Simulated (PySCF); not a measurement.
Molecule: C2H9NSi, SMILES NCC[SiH3], singlet. Atoms near the plane z = 1.0 Å, at the GFN2-xTB optimised geometry (x, y, z in Å): N1 (2.1, -1.1, 0.0), C2 (0.6, -1.1, 0.0), C3 (0.0, 0.3, 0.0), Si4 (-1.9, 0.3, 0.0), H5 (2.4, -0.6, 0.8), H7 (0.3, -1.6, 0.9), H9 (0.3, 0.9, 0.9), H12 (-2.4, 1.6, 0.0), H13 (-2.4, -0.4, 1.2).

Calculation: PBE0/def2-TZVP (PySCF). The values are rescaled to run from 0 to 1.

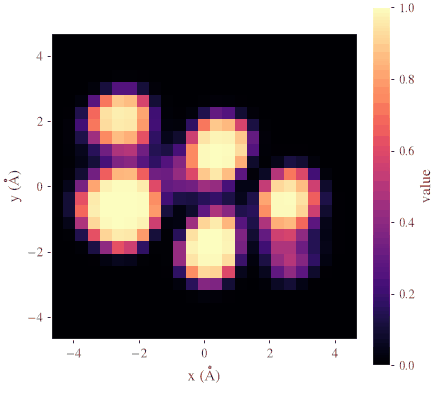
Figure: a field on the plane z = 1.0 Å.

Question: Which quantity is mapped?
(A) log10 of the electron density
(B) electron localisation function
(C) deformation density (molecule minus spherical neutral atoms)
(D) electrostatic potential

Answer: B, electron localisation function
